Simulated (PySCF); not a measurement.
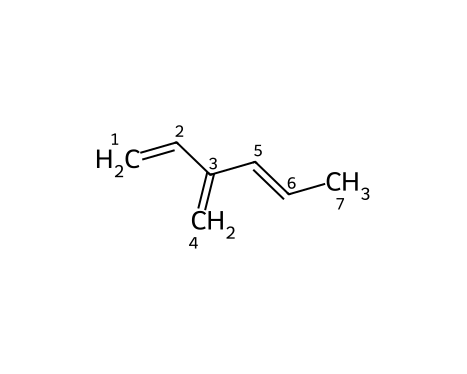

A structural formula, with wedges where it has stereocentres; small numbers name the atoms. The configuration is that of a computed structure (PBE0-D3(BJ)/def2-SVP).

Q: What are the Cahn–Ingold–Prelog descriptors?

A: C5=C6: E.

Q: Give a SMILES with the stereochemistry.

A: C=CC(=C)/C=C/C
